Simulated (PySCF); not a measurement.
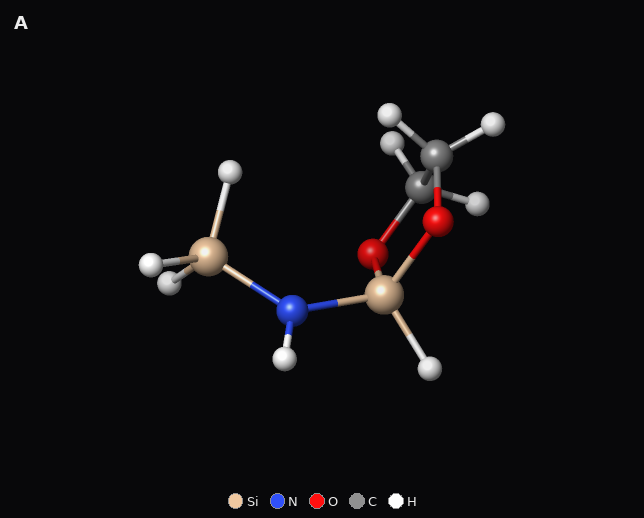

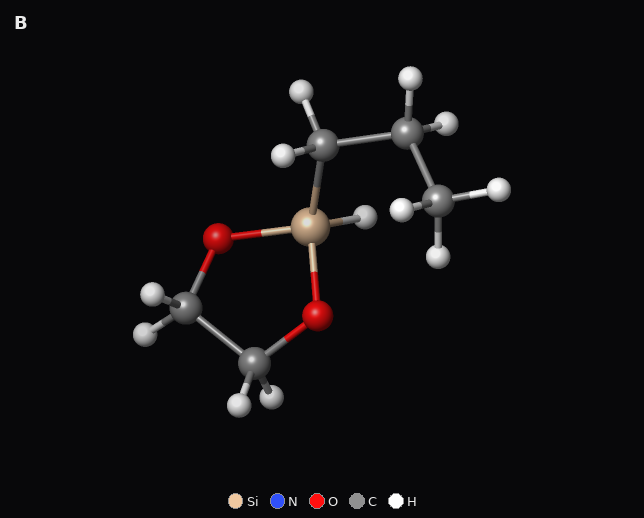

Two related species, optimised with PBE0-D3(BJ)/def2-SVP; properties computed with PySCF 2.14.0. Both: charge 0, singlet.

What are A and B?

A is C2H9NO2Si2 ([SiH3]N[SiH]1OCCO1), B is C5H12O2Si (CCC[SiH]1OCCO1).

Compare them. With B97-2/pcSseg-1: dipole moment (D), HOMO–LUMO gap (eV), HOMO energy (Kohn–Sham orbital) (eV). With CAM-B3LYP/def2-SVPD: lowest vertical singlet excitation (eV), mean static polarisability (bohr³).

```json
{"quantity": "dipole moment (D)", "A": "0.26", "B": "0.85"}
{"quantity": "HOMO–LUMO gap (eV)", "A": "7.97", "B": "8.52"}
{"quantity": "HOMO energy (Kohn–Sham orbital) (eV)", "A": "−7.41", "B": "−7.54"}
{"quantity": "lowest vertical singlet excitation (eV)", "A": "6.81", "B": "7.34"}
{"quantity": "mean static polarisability (bohr³)", "A": "85.2", "B": "88.5"}
```

Each is one conformer, and no frequency run is at hand to confirm it as a minimum.
